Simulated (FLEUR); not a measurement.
# FePt (volume factor 1.12 on the database's cell): anisotropy by force theorems, part 2 of 2

Aim: the anisotropy of FePt (volume factor 1.12 on the database's cell) from single passes in the potential of one collinear state.

FLEUR MaX-R8.1; PBE; all-electron FLAPW, Dirac cores, scalar-relativistic bands.

So far. Step 2 (Self-consistent state): After 24 cycles the largest moment stands at 3.16 μB.

### Step 5. Spin–orbit coupling, moments along [001]

Level of this step: PBE; all-electron FLAPW, Dirac cores, scalar-relativistic bands with spin-orbit coupling (FLEUR).

Spin–orbit coupling ties the spins to the lattice and lets orbital moments form.

A new self-consistent run of the start ferro +, with the moments along z. The k list default-1 (kpts.xml, not shown) is a Γ-centred 20×20×15 mesh.

inp.xml

```
<?xml version="1.0" encoding="UTF-8" standalone="no"?>
<fleurInput fleurInputVersion="0.39">
   <comment>
      FePt
   </comment>
   <calculationSetup>
      <cutoffs Kmax="3.6" Gmax="10.8" GmaxXC="10.8" numbands="72"/>
      <scfLoop itmax="110" minDistance="0.00002" maxIterBroyd="15" imix="Anderson" alpha="0.05" precondParam="0.0" spinf="2.0" sdNocoIR="T"/>
      <coreElectrons ctail="T" frcor="F" kcrel="0" coretail_lmax="0"/>
      <xcFunctional name="pbe" relativisticCorrections="F"/>
      <magnetism jspins="2"/>
      <soc l_soc="T" theta="0.0" phi="0.0" spav="F"/>
      <expertModes spex="0" secvar="F"/>
      <geometryOptimization l_f="F" forcealpha="1.0" forcemix="BFGS" epsdisp="0.00001" epsforce="0.00001"/>
      <ldaU l_linMix="F" mixParam="0.05" spinf="1.0"/>
   </calculationSetup>
   <cell>
      <bzIntegration valenceElectrons="32.0" mode="hist" fermiSmearingEnergy="0.00183747">
         <kPointListSelection listName="default-1"/>
         <xi:include xmlns:xi="http://www.w3.org/2001/XInclude" href="kpts.xml"> </xi:include>
      </bzIntegration>
      <xi:include xmlns:xi="http://www.w3.org/2001/XInclude" href="sym.xml"> </xi:include>
      <bulkLattice scale="1.0">
         <bravaisMatrix>
            <row-1>    5.3448097946906410     0.0000000000000000     0.0000000000000000</row-1>
            <row-2>    0.0000000000000000     5.3448097946906410     0.0000000000000000</row-2>
            <row-3>    0.0000000000000000     0.0000000000000000     7.3004194631795247</row-3>
         </bravaisMatrix>
      </bulkLattice>
   </cell>
   <atomSpecies>
      <species name="Iron (Fe) 2.800" element="Fe" atomicNumber="26">
         <mtSphere radius="2.56" gridPoints="847" logIncrement="0.015"/>
         <atomicCutoffs lmax="10" lnonsphr="8"/>
         <electronConfig flipSpins="F">
            <coreConfig>(1s1/2) (2s1/2) (2p1/2) (2p3/2)</coreConfig>
            <valenceConfig>(3s1/2) (3p1/2) (3p3/2) (4s1/2) (3d3/2) (3d5/2)</valenceConfig>
            <stateOccupation state="(3d3/2)" spinUp="1.4" spinDown="1.0"/>
            <stateOccupation state="(3d5/2)" spinUp="3.0" spinDown="0.6"/>
         </electronConfig>
         <energyParameters s="4" p="4" d="3" f="4"/>
         <lo type="SCLO" l="0" n="3" eDeriv="0"/>
         <lo type="SCLO" l="1" n="3" eDeriv="0"/>
      </species>
      <species name="Platinum (Pt)" element="Pt" atomicNumber="78">
         <mtSphere radius="2.56" gridPoints="847" logIncrement="0.016"/>
         <atomicCutoffs lmax="10" lnonsphr="8"/>
         <electronConfig flipSpins="F">
            <coreConfig>(1s1/2) (2s1/2) (2p1/2) (2p3/2) (3s1/2) (3p1/2) (3p3/2) (4s1/2) (3d3/2) (3d5/2) (4p1/2) (4p3/2) (5s1/2) (4d3/2) (4d5/2) (4f5/2) (4f7/2)</coreConfig>
            <valenceConfig>(5p1/2) (5p3/2) (6s1/2) (5d3/2) (5d5/2)</valenceConfig>
            <stateOccupation state="(6s1/2)" spinUp="0.500000" spinDown="0.500000"/>
            <stateOccupation state="(5d3/2)" spinUp="1.800000" spinDown="1.800000"/>
            <stateOccupation state="(5d5/2)" spinUp="2.700000" spinDown="2.700000"/>
         </electronConfig>
         <energyParameters s="6" p="6" d="5" f="5"/>
         <lo type="SCLO" l="1" n="5" eDeriv="0"/>
      </species>
   </atomSpecies>
   <atomGroups>
      <atomGroup species="Iron (Fe) 2.800">
         <relPos label="                   1">.0000000000 .0000000000 .0000000000</relPos>
         <force calculate="T" relaxXYZ="TTT"/>
      </atomGroup>
      <atomGroup species="Platinum (Pt)">
         <relPos label="                   2">1.000/2.000 1.000/2.000 1.000/2.000</relPos>
         <force calculate="T" relaxXYZ="TTT"/>
      </atomGroup>
   </atomGroups>
   <output dos="F" band="F" slice="F">
      <bandDOS minEnergy="-.5*Htr" maxEnergy="0.5*Htr" sigma="0.015" storeEVData="T"/>
      <plotting iplot="0" polar="F">
         <plot TwoD="T" vec1="  1.0  0.0  0.0" vec2="  0.0  1.0  0.0" vec3="  0.0  0.0  1.0" zero="  0.0  0.0  0.0" file="plot"/>
      </plotting>
      <moessbauerParams electricFieldGradient="F" isomerShift="F" coreHyperfine="F" valenceHyperfine="F"/>
   </output>
</fleurInput>
```

crystal.txt

```
FePt
&input film=F cartesian=F /
2.82835154000  0.00000000000  0.00000000000
0.00000000000  2.82835154000  0.00000000000
0.00000000000  0.00000000000  3.86321561000
1.8897261246
1.0 1.0 1.0

2
26 0.00000000000  0.00000000000  0.00000000000 : 2.800
78 0.50000000000  0.50000000000  0.50000000000

&soc 0.0000000 0.0000000 /
&kpt div1=20 div2=20 div3=15 gamma=T /
```

Run with:

```sh
> OMP_NUM_THREADS=1 inpgen -f crystal.txt > inpgen.log  # inp.xml is then edited as shown
> OMP_NUM_THREADS=1 mpirun -n 4 fleur_MPI > fleur.log
```

Log:

```text
[banner, memory and clock lines left out]
Welcome to FLEUR        (www.flapw.de)
      MaX-Release 8.1          (www.max-centre.eu)

 ========== k-point set info ==========
 Selected k-point list: default-1
 k-point list type: mesh
 20 x 20 x 15
 Number of k points: 816

 [... set-up left out ...]
 Iteration:     1   Distance:      39.69162050 me/bohr^3
 Iteration:     2   Distance:      13.69220841 me/bohr^3
 Iteration:     3   Distance:      11.85148853 me/bohr^3
 Iteration:     4   Distance:      10.17842314 me/bohr^3
 Iteration:     5   Distance:      11.09778552 me/bohr^3
 Iteration:     6   Distance:       8.83096573 me/bohr^3
 Iteration:     7   Distance:       3.59591186 me/bohr^3
 Iteration:     8   Distance:       2.08519918 me/bohr^3
 Iteration:     9   Distance:       1.22348019 me/bohr^3
 Iteration:    10   Distance:       0.36945985 me/bohr^3
 Iteration:    11   Distance:       0.12071400 me/bohr^3
 Iteration:    12   Distance:       0.13330886 me/bohr^3
 Iteration:    13   Distance:       0.06282984 me/bohr^3
 Iteration:    14   Distance:       0.01491303 me/bohr^3
[... lines left out ...]
 Iteration:    19   Distance:       0.00122023 me/bohr^3
 Iteration:    20   Distance:       0.00038804 me/bohr^3
 Iteration:    21   Distance:       0.00028622 me/bohr^3
 Iteration:    22   Distance:       0.00009369 me/bohr^3
 Iteration:    23   Distance:       0.00002263 me/bohr^3
 Iteration:    24   Distance:       0.00002098 me/bohr^3
 Iteration:    25   Distance:       0.00000798 me/bohr^3

 ********************************************************************
 Run finished successfully
 Stop message:
   all done
 ********************************************************************

--- out.xml (last complete iteration) ---
<iteration numberForCurrentRun="   25" overallNumber="   25">
         [... left out ...]
         <bandgap value="0.0000000000" units="eV"/>
         <sumValenceSingleParticleEnergies value="-20.5884005380" units="Htr"/>
         <FermiEnergy value="0.3511197072" units="Htr"/>
         [... left out ...]
         <magneticMomentsInMTSpheres units="muBohr">
            <globalMagMoment atomType="1" vec="0.00000   0.00000   3.14341"/>
            <globalMagMoment atomType="2" vec="0.00000   0.00000   0.36564"/>
         </magneticMomentsInMTSpheres>
         <orbitalMomentsInMTSpheres units="muBohr">
            <globalMagMoment atomType="1" vec="0.00000   0.00000   0.07646"/>
            <globalMagMoment atomType="2" vec="0.00000   0.00000   0.06242"/>
         </orbitalMomentsInMTSpheres>
         [... left out ...]
         <totalEnergy value="   -19719.5877812099" units="Htr">
            <sumOfEigenvalues value="   -12069.1505964023">
               <coreElectrons value="-12048.5621958644"/>
               <valenceElectrons value="-20.5884005380"/>
            </sumOfEigenvalues>
         [... left out ...]
            <freeEnergy value="-19719.5882627700"/>
            <extrapolationTo0K value="-19719.5880219899"/>
         </totalEnergy>
         <densityConvergence units="me/bohr^3">
            <chargeDensity spin="1" distance="0.0000044942"/>
            <chargeDensity spin="2" distance="0.0000053892"/>
            <overallChargeDensity distance="0.0000059019"/>
            <spinDensity distance="0.0000079781"/>
         </densityConvergence>
      </iteration>
```

The job ended after 9.8 min (4 MPI ranks of Intel Xeon Platinum 8488C (Sapphire Rapids), shared host; peak memory 1 GiB; 39 min of CPU time).

Spin moment in the muffin-tin sphere by atom:

```csv
atom,spin moment in the muffin-tin sphere (μB)
Fe1,3.14
Pt2,0.37
```

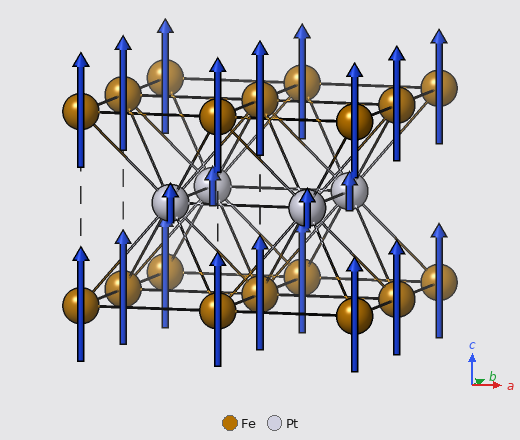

Spin moment in the muffin-tin sphere as arrows, the longest 3.14 μB. Up and down stand for the sign. Arrows give size and sign along the axis of quantisation, drawn up and down the page. Each arrow also spans its atom, so small moments look longer than they are. 2×2×1 cells are drawn. Some periodic images of atoms are drawn too.

This step gave:

| Item | Value |
| --- | --- |
| free energy | -536597.3328 eV |
| program's band gap on this mesh (in a metal only a level spacing) | 0 eV |
| magnetization | 3.434 μB |
| final state | ferromagnetic |
| orbital moment along the spin | 0.07646 μB |

Orbital moment in the sphere, along the spin axis by atom:

```csv
atom,"orbital moment in the sphere, along the spin axis (μB)"
Fe1,0.0765
Pt2,0.0624
```

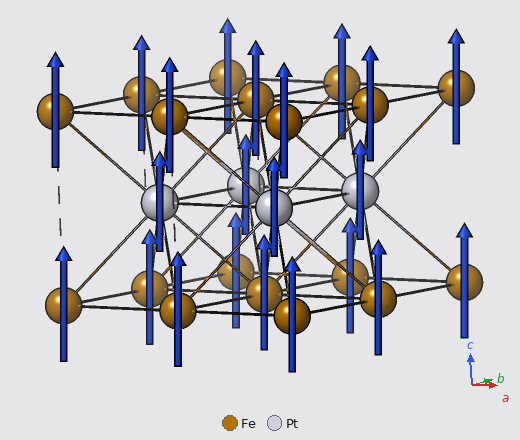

Orbital moment in the sphere, along the spin axis as arrows, the longest 0.0765 μB. Up and down stand for the sign. Arrows give size and sign along the axis of quantisation, drawn up and down the page. 2×2×1 cells are drawn. Some periodic images of atoms are drawn too.

### Step 6. What came out

```yaml
reference_state: ferromagnetic
largest_sphere_moment: 3.16 μB
easy_direction_of_those_tried: [001]
energy_along_100_less_001_force_theorem: 1.90 meV a primitive cell
orbital_moment_on_the_atom_of_largest_spin_along_its_spin_spin_orbit_run: 0.0765 μB
```

**Reading.** By the force theorem the moments prefer [001]; shape anisotropy is not in it. The difference for the second direction goes from 1.8 meV (mesh 14×14×10, 72 states, 5.7 min of CPU time) to 1.9 meV (mesh 20×20×15, 72 states, 18 min). The orbital moment is parallel to the spin. The state was typed, and no other order was converged beside it, so it need not be the ground state.

[Logs and program files are shortened in this print: banners, set-up blocks, solver, clock and traceback lines can be left out without a mark of their own.]

[Logs are printed without paths, hosts, clocks, repeated set-up lines and the standing remarks that a program may print on its own settings, such as how far it seeks lower states.]

[Hosts, paths, dates, database ids (printed as entryN), source tags and the programs' standing remarks are cut or masked in the printed files.]

[Where a cell is said to come from a database of computed structures, the database is the Materials Project.]
